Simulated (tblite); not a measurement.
Geometry relaxation, with input and output: C7H7OPSi (part 2 of 3)

C7H7OPSi, SMILES [SiH3]c1oc2ccccc2p1; GFN2-xTB geometry optimisation, gas phase (tblite 0.8.0). It belongs to a series of runs on one base structure; here: CH3 replaced by SiH3.

Geometry of the input (Å):
```
Si 3.5831  -0.3374  -0.1666
C  1.7609  -0.2167  0.0344
O  1.0872  0.8227  0.3126
C  -0.2090  0.6468  0.4006
C  -1.2522  1.5156  0.6876
C  -2.5725  1.1113  0.7402
C  -2.8688  -0.2190  0.5244
C  -1.8588  -1.1254  0.2599
C  -0.5570  -0.6785  0.2046
P  0.9998  -1.7510  -0.1540
H  4.3170  0.8427  0.2191
H  4.0434  -1.4568  0.6759
H  3.8440  -0.7378  -1.5623
H  -1.0206  2.5806  0.8502
H  -3.3675  1.8113  0.9556
H  -3.8805  -0.6116  0.5737
H  -2.0555  -2.1848  0.0837
```

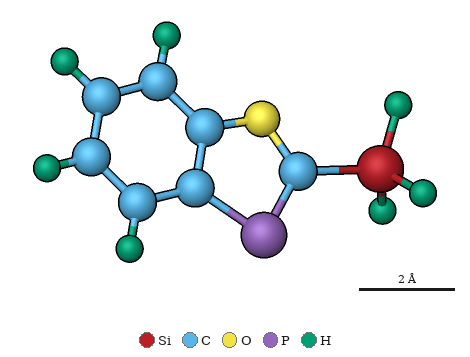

The geometry at step 20 of the log (ball-and-stick view, seen at a tilt).

Trajectory as extended XYZ, continued:
```
17
Properties=species:S:1:pos:R:3:forces:R:3 step=13 energy=-730.70343
Si    3.6644   -0.3193   -0.1563   -0.0640   0.0590  -0.0120
C     1.7868   -0.2986    0.0458   -0.0030  -0.3070  -0.0650
O     1.0763    0.8160    0.3132    0.0900   0.1050  -0.0110
C    -0.2414    0.5586    0.3920   -0.0940   0.0770   0.0670
C    -1.2137    1.5154    0.6742   -0.0730   0.0700   0.0030
C    -2.5271    1.1009    0.7382   -0.0250   0.0970   0.0040
C    -2.8911   -0.2312    0.5307   -0.0030   0.0960   0.0230
C    -1.9325   -1.1790    0.2553   -0.1030   0.0540  -0.0120
C    -0.5927   -0.7884    0.1810   -0.0770   0.0130   0.0350
P     0.8747   -1.7467   -0.1336   -0.0080  -0.0490   0.0010
H     4.2841    0.9489    0.1910   -0.0610   0.1470   0.1100
H     4.1432   -1.4161    0.6780    0.0590  -0.0290   0.0900
H     3.9649   -0.6268   -1.5499    0.0010  -0.0170  -0.1550
H    -0.9488    2.5536    0.8363    0.0540  -0.1890  -0.0330
H    -3.3071    1.8177    0.9533    0.0810   0.0390   0.0010
H    -3.9439   -0.4819    0.5965    0.1950  -0.1330  -0.0400
H    -2.2031   -2.2111    0.0941    0.0310  -0.0300  -0.0060
17
Properties=species:S:1:pos:R:3:forces:R:3 step=14 energy=-730.71130
Si    3.6649   -0.3124   -0.1545   -0.0560   0.0420  -0.0250
C     1.7848   -0.3164    0.0448   -0.0160  -0.2430  -0.0570
O     1.0733    0.7996    0.3112    0.1390   0.1180  -0.0020
C    -0.2440    0.5450    0.3924   -0.0360   0.0890   0.0200
C    -1.2107    1.5060    0.6706   -0.0350   0.1200   0.0310
C    -2.5257    1.1068    0.7386   -0.0410   0.0560  -0.0020
C    -2.8918   -0.2224    0.5318   -0.0270   0.0440   0.0140
C    -1.9418   -1.1769    0.2551   -0.0850   0.0110  -0.0090
C    -0.6002   -0.7985    0.1795    0.0010  -0.0130   0.0400
P     0.8671   -1.7605   -0.1325   -0.0100  -0.0900  -0.0120
H     4.2722    0.9645    0.1897   -0.0910   0.1240   0.1210
H     4.1616   -1.4040    0.6778    0.0420  -0.0140   0.0830
H     3.9845   -0.6078   -1.5477   -0.0250  -0.0250  -0.1410
H    -0.9382    2.5376    0.8319    0.1030  -0.0320  -0.0130
H    -3.3020    1.8259    0.9552    0.0790   0.0600   0.0000
H    -3.9413   -0.4683    0.5986    0.0500  -0.1730  -0.0320
H    -2.2199   -2.2060    0.0968    0.0080  -0.0730  -0.0170
17
Properties=species:S:1:pos:R:3:forces:R:3 step=15 energy=-730.71682
Si    3.6647   -0.3070   -0.1539   -0.0210   0.0130  -0.0360
C     1.7829   -0.3320    0.0434   -0.0170  -0.1130  -0.0390
O     1.0732    0.7891    0.3095    0.1190   0.0350  -0.0060
C    -0.2457    0.5369    0.3931    0.0310   0.0750  -0.0170
C    -1.2090    1.5011    0.6685    0.0070   0.0810   0.0340
C    -2.5254    1.1116    0.7388   -0.0090   0.0360  -0.0050
C    -2.8923   -0.2155    0.5328   -0.0500  -0.0310  -0.0030
C    -1.9494   -1.1754    0.2547   -0.0070  -0.0100  -0.0050
C    -0.6056   -0.8048    0.1794    0.0330  -0.0250   0.0390
P     0.8608   -1.7718   -0.1318   -0.0370  -0.1000  -0.0140
H     4.2621    0.9777    0.1913   -0.1260   0.0740   0.1140
H     4.1751   -1.3959    0.6792    0.0180   0.0280   0.0510
H     3.9974   -0.5952   -1.5488   -0.0500  -0.0180  -0.0860
H    -0.9288    2.5263    0.8288    0.1310   0.1170   0.0090
H    -3.2972    1.8330    0.9566    0.0490   0.0850   0.0040
H    -3.9385   -0.4624    0.5994   -0.0660  -0.1770  -0.0220
H    -2.2313   -2.2037    0.0984   -0.0080  -0.0700  -0.0200
17
Properties=species:S:1:pos:R:3:forces:R:3 step=16 energy=-730.72169
Si    3.6643   -0.3028   -0.1543    0.0190  -0.0160  -0.0400
C     1.7811   -0.3459    0.0414   -0.0070   0.0190  -0.0200
O     1.0754    0.7814    0.3079    0.0580  -0.0760  -0.0150
C    -0.2463    0.5326    0.3935    0.0880   0.0110  -0.0450
C    -1.2078    1.4988    0.6674    0.0720   0.0600   0.0290
C    -2.5252    1.1161    0.7389    0.0000  -0.0220  -0.0090
C    -2.8936   -0.2106    0.5335   -0.0380  -0.0560  -0.0150
C    -1.9551   -1.1743    0.2543    0.0440  -0.0350   0.0040
C    -0.6095   -0.8094    0.1803    0.0630   0.0050   0.0340
P     0.8551   -1.7821   -0.1315   -0.0670  -0.0730  -0.0070
H     4.2517    0.9893    0.1953   -0.1590   0.0140   0.0950
H     4.1854   -1.3893    0.6816   -0.0060   0.0740   0.0120
H     4.0057   -0.5864   -1.5518   -0.0690  -0.0060  -0.0210
H    -0.9191    2.5199    0.8265    0.1270   0.1900   0.0200
H    -3.2928    1.8403    0.9578    0.0220   0.0950   0.0060
H    -3.9369   -0.4622    0.5994   -0.1380  -0.1530  -0.0110
H    -2.2395   -2.2032    0.0992   -0.0090  -0.0300  -0.0160
17
Properties=species:S:1:pos:R:3:forces:R:3 step=17 energy=-730.72740
Si    3.6637   -0.2984   -0.1557    0.0470  -0.0400  -0.0350
C     1.7791   -0.3619    0.0384    0.0160   0.1250  -0.0050
O     1.0792    0.7722    0.3059   -0.0150  -0.1790  -0.0270
C    -0.2454    0.5285    0.3933    0.1050  -0.0190  -0.0470
C    -1.2051    1.4983    0.6671    0.0970  -0.0160   0.0100
C    -2.5253    1.1206    0.7387    0.0700  -0.0350  -0.0080
C    -2.8957   -0.2061    0.5341   -0.0340  -0.0930  -0.0270
C    -1.9604   -1.1736    0.2538    0.1000  -0.0270   0.0190
C    -0.6123   -0.8137    0.1823    0.0330   0.0180   0.0200
P     0.8478   -1.7947   -0.1314   -0.0760  -0.0160   0.0030
H     4.2368    1.0021    0.2022   -0.1890  -0.0520   0.0680
H     4.1962   -1.3807    0.6847   -0.0270   0.1150  -0.0290
H     4.0126   -0.5776   -1.5561   -0.0840   0.0090   0.0450
H    -0.9060    2.5162    0.8245    0.0980   0.2120   0.0260
H    -3.2873    1.8504    0.9592    0.0110   0.0720   0.0000
H    -3.9372   -0.4664    0.5989   -0.1480  -0.0930  -0.0040
H    -2.2478   -2.2032    0.0996   -0.0030   0.0180  -0.0100
17
Properties=species:S:1:pos:R:3:forces:R:3 step=18 energy=-730.73334
Si    3.6631   -0.2944   -0.1578    0.0470  -0.0490  -0.0220
C     1.7775   -0.3783    0.0346    0.0320   0.1570   0.0010
O     1.0837    0.7603    0.3034   -0.0710  -0.1980  -0.0330
C    -0.2432    0.5246    0.3924    0.0920  -0.0760  -0.0360
C    -1.2007    1.4981    0.6671    0.1270  -0.0160  -0.0030
C    -2.5240    1.1254    0.7385    0.0750  -0.0820  -0.0060
C    -2.8989   -0.2032    0.5341    0.0060  -0.0510  -0.0220
C    -1.9643   -1.1727    0.2539    0.0770  -0.0300   0.0350
C    -0.6144   -0.8183    0.1848    0.0180   0.0550   0.0020
P     0.8396   -1.8083   -0.1313   -0.0570   0.0530   0.0130
H     4.2170    1.0145    0.2113   -0.2050  -0.1010   0.0390
H     4.2069   -1.3694    0.6875   -0.0360   0.1280  -0.0530
H     4.0177   -0.5684   -1.5600   -0.0900   0.0200   0.0880
H    -0.8903    2.5159    0.8227    0.0350   0.1290   0.0180
H    -3.2811    1.8624    0.9607    0.0360   0.0090  -0.0170
H    -3.9396   -0.4734    0.5980   -0.1010  -0.0120   0.0000
H    -2.2560   -2.2027    0.0998    0.0150   0.0640  -0.0020
17
Properties=species:S:1:pos:R:3:forces:R:3 step=19 energy=-730.73831
Si    3.6628   -0.2916   -0.1599    0.0100  -0.0390  -0.0050
C     1.7768   -0.3910    0.0311    0.0370   0.1000  -0.0050
O     1.0868    0.7476    0.3009   -0.0650  -0.1140  -0.0290
C    -0.2403    0.5197    0.3909    0.0320  -0.0370  -0.0010
C    -1.1947    1.4985    0.6673    0.0730  -0.0630  -0.0180
C    -2.5220    1.1282    0.7382    0.1310  -0.0470   0.0000
C    -2.9016   -0.2012    0.5338    0.0190  -0.0340  -0.0110
C    -1.9668   -1.1723    0.2547    0.0460   0.0020   0.0430
C    -0.6154   -0.8221    0.1867   -0.0410   0.0320  -0.0140
P     0.8324   -1.8192   -0.1310   -0.0090   0.0890   0.0130
H     4.1960    1.0232    0.2196   -0.1980  -0.1050   0.0220
H     4.2157   -1.3571    0.6889   -0.0260   0.1020  -0.0470
H     4.0207   -0.5599   -1.5616   -0.0820   0.0200   0.0830
H    -0.8764    2.5171    0.8213   -0.0180   0.0320   0.0070
H    -3.2747    1.8726    0.9615    0.0730  -0.0640  -0.0360
H    -3.9435   -0.4793    0.5974   -0.0080   0.0670  -0.0020
H    -2.2628   -2.2010    0.0999    0.0260   0.0590   0.0000
17
Properties=species:S:1:pos:R:3:forces:R:3 step=20 energy=-730.74212
Si    3.6623   -0.2900   -0.1613   -0.0420  -0.0220   0.0050
C     1.7770   -0.3995    0.0283    0.0180   0.0110  -0.0130
O     1.0881    0.7364    0.2987   -0.0250   0.0230  -0.0170
C    -0.2381    0.5149    0.3895   -0.0030  -0.0350   0.0170
C    -1.1889    1.4972    0.6671    0.0530  -0.0080  -0.0140
C    -2.5177    1.1296    0.7381    0.0780  -0.0560   0.0020
C    -2.9037   -0.2004    0.5333    0.0490   0.0330   0.0110
C    -1.9682   -1.1719    0.2562   -0.0260  -0.0030   0.0360
C    -0.6169   -0.8257    0.1875   -0.0290   0.0290  -0.0190
P     0.8275   -1.8263   -0.1307    0.0280   0.0770   0.0040
H     4.1765    1.0279    0.2255   -0.1750  -0.0680   0.0220
H     4.2226   -1.3456    0.6887   -0.0040   0.0490  -0.0170
H     4.0226   -0.5521   -1.5606   -0.0680   0.0120   0.0420
H    -0.8662    2.5182    0.8203   -0.0570  -0.0770  -0.0070
H    -3.2683    1.8788    0.9614    0.1060  -0.1090  -0.0470
H    -3.9471   -0.4808    0.5972    0.0640   0.1120  -0.0050
H    -2.2684   -2.1986    0.1001    0.0330   0.0320   0.0010
17
Properties=species:S:1:pos:R:3:forces:R:3 step=21 energy=-730.74547
Si    3.6611   -0.2884   -0.1620   -0.0880  -0.0080   0.0100
C     1.7772   -0.4074    0.0259   -0.0080  -0.0580  -0.0180
O     1.0885    0.7259    0.2965    0.0310   0.1370  -0.0060
C    -0.2361    0.5086    0.3884   -0.0310   0.0280   0.0320
C    -1.1822    1.4953    0.6664   -0.0060  -0.0190  -0.0110
C    -2.5125    1.1298    0.7380    0.0790  -0.0080   0.0030
C    -2.9046   -0.1985    0.5333    0.0450   0.0320   0.0240
C    -1.9710   -1.1719    0.2582   -0.0360   0.0110   0.0190
C    -0.6190   -0.8294    0.1875   -0.0350  -0.0160  -0.0180
P     0.8234   -1.8322   -0.1303    0.0500   0.0360  -0.0100
H     4.1556    1.0318    0.2303   -0.1450  -0.0130   0.0310
H     4.2302   -1.3338    0.6880    0.0200  -0.0080   0.0200
H     4.0251   -0.5432   -1.5582   -0.0530  -0.0010  -0.0120
H    -0.8578    2.5167    0.8190   -0.0630  -0.1140  -0.0110
H    -3.2604    1.8823    0.9606    0.1060  -0.1140  -0.0460
H    -3.9498   -0.4777    0.5973    0.1100   0.1350  -0.0070
H    -2.2748   -2.1958    0.1006    0.0270  -0.0190  -0.0010
17
Properties=species:S:1:pos:R:3:forces:R:3 step=22 energy=-730.74950
Si    3.6583   -0.2860   -0.1625   -0.1140  -0.0010   0.0160
C     1.7770   -0.4191    0.0227   -0.0470  -0.0880  -0.0160
O     1.0893    0.7135    0.2933    0.0710   0.2070   0.0040
C    -0.2340    0.5003    0.3874   -0.0210   0.0360   0.0240
C    -1.1739    1.4912    0.6650   -0.0200   0.0220   0.0020
C    -2.5040    1.1303    0.7380    0.0080  -0.0040   0.0010
C    -2.9052   -0.1952    0.5338    0.0580   0.0450   0.0360
C    -1.9755   -1.1719    0.2609   -0.0440  -0.0110  -0.0080
C    -0.6231   -0.8352    0.1872    0.0240  -0.0280  -0.0090
P     0.8182   -1.8404   -0.1300    0.0480  -0.0190  -0.0250
H     4.1258    1.0381    0.2369   -0.1140   0.0470   0.0410
H     4.2419   -1.3183    0.6877    0.0380  -0.0630   0.0530
H     4.0290   -0.5304   -1.5555   -0.0390  -0.0150  -0.0650
H    -0.8470    2.5123    0.8169   -0.0580  -0.1270  -0.0140
H    -3.2481    1.8855    0.9588    0.0760  -0.0820  -0.0340
H    -3.9516   -0.4699    0.5976    0.1120   0.1420  -0.0050
H    -2.2842   -2.1928    0.1013    0.0210  -0.0630  -0.0010
17
Properties=species:S:1:pos:R:3:forces:R:3 step=23 energy=-730.75434
Si    3.6528   -0.2828   -0.1631   -0.0970   0.0020   0.0270
C     1.7754   -0.4362    0.0182   -0.0730  -0.0650  -0.0060
O     1.0916    0.6991    0.2888    0.0850   0.1890   0.0070
C    -0.2308    0.4894    0.3865    0.0000   0.0650   0.0090
C    -1.1627    1.4860    0.6632   -0.0470  -0.0020   0.0080
C    -2.4930    1.1309    0.7379   -0.0160   0.0300  -0.0020
C    -2.9048   -0.1896    0.5351    0.0580   0.0000   0.0320
C    -1.9823   -1.1723    0.2641    0.0140  -0.0200  -0.0390
C    -0.6281   -0.8430    0.1869    0.0580  -0.0540   0.0030
P     0.8111   -1.8528   -0.1300    0.0310  -0.0660  -0.0380
H     4.0829    1.0485    0.2470   -0.0880   0.0840   0.0410
H     4.2587   -1.2983    0.6885    0.0420  -0.0970   0.0660
H     4.0338   -0.5131   -1.5536   -0.0310  -0.0240  -0.0970
H    -0.8328    2.5042    0.8137   -0.0310  -0.0720  -0.0070
H    -3.2303    1.8895    0.9561    0.0050  -0.0120  -0.0100
H    -3.9519   -0.4574    0.5979    0.0800   0.1400   0.0030
H    -2.2968   -2.1900    0.1023    0.0100  -0.1010   0.0010
17
Properties=species:S:1:pos:R:3:forces:R:3 step=24 energy=-730.75851
Si    3.6456   -0.2800   -0.1636   -0.0320   0.0010   0.0360
C     1.7724   -0.4532    0.0135   -0.0660  -0.0050   0.0070
O     1.0954    0.6878    0.2842    0.0490   0.0860   0.0030
C    -0.2270    0.4806    0.3858    0.0310   0.0270  -0.0160
C    -1.1525    1.4807    0.6615   -0.0270   0.0060   0.0130
C    -2.4821    1.1321    0.7377   -0.0660   0.0190  -0.0040
C    -2.9029   -0.1844    0.5369    0.0680  -0.0230   0.0200
C    -1.9875   -1.1729    0.2665    0.0570  -0.0510  -0.0590
C    -0.6318   -0.8506    0.1871    0.1010  -0.0310   0.0140
P     0.8044   -1.8658   -0.1308    0.0020  -0.0740  -0.0400
H     4.0379    1.0596    0.2588   -0.0720   0.0790   0.0250
H     4.2750   -1.2805    0.6907    0.0250  -0.0920   0.0480
H     4.0361   -0.4977   -1.5540   -0.0310  -0.0230  -0.0820
H    -0.8194    2.4960    0.8107   -0.0050  -0.0070   0.0000
H    -3.2131    1.8936    0.9533   -0.0680   0.0570   0.0150
H    -3.9502   -0.4443    0.5979    0.0230   0.1250   0.0120
H    -2.3074   -2.1888    0.1032    0.0100  -0.0940   0.0070
17
Properties=species:S:1:pos:R:3:forces:R:3 step=25 energy=-730.76126
Si    3.6399   -0.2793   -0.1635    0.0310  -0.0050   0.0310
C     1.7695   -0.4619    0.0105   -0.0270   0.0380   0.0140
O     1.0989    0.6842    0.2814    0.0040  -0.0270  -0.0040
C    -0.2237    0.4771    0.3854    0.0300   0.0130  -0.0230
C    -1.1469    1.4784    0.6610   -0.0230  -0.0160   0.0080
C    -2.4765    1.1325    0.7376   -0.0490   0.0280  -0.0020
C    -2.8995   -0.1821    0.5384    0.0530  -0.0500   0.0010
C    -1.9882   -1.1740    0.2671    0.0870  -0.0470  -0.0540
C    -0.6313   -0.8540    0.1877    0.0740  -0.0210   0.0140
P     0.8012   -1.8733   -0.1322   -0.0070  -0.0480  -0.0330
H     4.0080    1.0654    0.2675   -0.0590   0.0610   0.0080
H     4.2831   -1.2721    0.6930    0.0040  -0.0710   0.0200
H     4.0333   -0.4912   -1.5560   -0.0330  -0.0150  -0.0420
H    -0.8129    2.4916    0.8093    0.0170   0.0490   0.0070
H    -3.2039    1.8960    0.9513   -0.1060   0.0830   0.0260
H    -3.9475   -0.4354    0.5976   -0.0120   0.0980   0.0170
H    -2.3106   -2.1897    0.1036    0.0150  -0.0720   0.0110
17
Properties=species:S:1:pos:R:3:forces:R:3 step=26 energy=-730.76334
Si    3.6366   -0.2803   -0.1629    0.0690  -0.0100   0.0170
C     1.7674   -0.4636    0.0090    0.0200   0.0440   0.0120
O     1.1013    0.6855    0.2799   -0.0310  -0.1000  -0.0070
C    -0.2212    0.4779    0.3852    0.0110  -0.0210  -0.0210
C    -1.1452    1.4779    0.6613   -0.0020   0.0020   0.0040
C    -2.4746    1.1326    0.7374   -0.0410   0.0150   0.0010
C    -2.8955   -0.1828    0.5392    0.0340  -0.0300  -0.0140
C    -1.9851   -1.1755    0.2663    0.0600  -0.0400  -0.0320
C    -0.6283   -0.8546    0.1885    0.0410   0.0020   0.0060
P     0.8008   -1.8758   -0.1340    0.0020  -0.0100  -0.0220
H     3.9912    1.0675    0.2731   -0.0450   0.0430  -0.0060
H     4.2846   -1.2714    0.6950   -0.0110  -0.0460  -0.0050
H     4.0272   -0.4914   -1.5588   -0.0330  -0.0050   0.0030
H    -0.8118    2.4910    0.8091    0.0240   0.0610   0.0070
H    -3.2017    1.8972    0.9503   -0.1010   0.0640   0.0250
H    -3.9446   -0.4296    0.5973   -0.0250   0.0600   0.0170
H    -2.3083   -2.1923    0.1038    0.0280  -0.0320   0.0140
17
Properties=species:S:1:pos:R:3:forces:R:3 step=27 energy=-730.76468
Si    3.6362   -0.2817   -0.1622    0.0700  -0.0060   0.0060
C     1.7668   -0.4617    0.0088    0.0520   0.0170   0.0050
O     1.1022    0.6875    0.2796   -0.0370  -0.1000  -0.0040
C    -0.2201    0.4797    0.3849   -0.0180  -0.0220  -0.0090
C    -1.1457    1.4787    0.6619   -0.0020   0.0080  -0.0010
C    -2.4754    1.1327    0.7374   -0.0060   0.0180   0.0030
C    -2.8922   -0.1845    0.5394    0.0070  -0.0060  -0.0210
C    -1.9812   -1.1773    0.2648    0.0200  -0.0090  -0.0030
C    -0.6248   -0.8539    0.1890   -0.0100   0.0010  -0.0060
P     0.8020   -1.8754   -0.1356    0.0220   0.0170  -0.0140
H     3.9851    1.0679    0.2752   -0.0340   0.0260  -0.0130
H     4.2828   -1.2749    0.6961   -0.0160  -0.0280  -0.0190
H     4.0214   -0.4943   -1.5608   -0.0280   0.0020   0.0320
H    -0.8130    2.4926    0.8097    0.0210   0.0470   0.0050
H    -3.2042    1.8979    0.9502   -0.0660   0.0170   0.0140
H    -3.9427   -0.4261    0.5973   -0.0120   0.0250   0.0120
H    -2.3041   -2.1952    0.1039    0.0370  -0.0050   0.0140
```
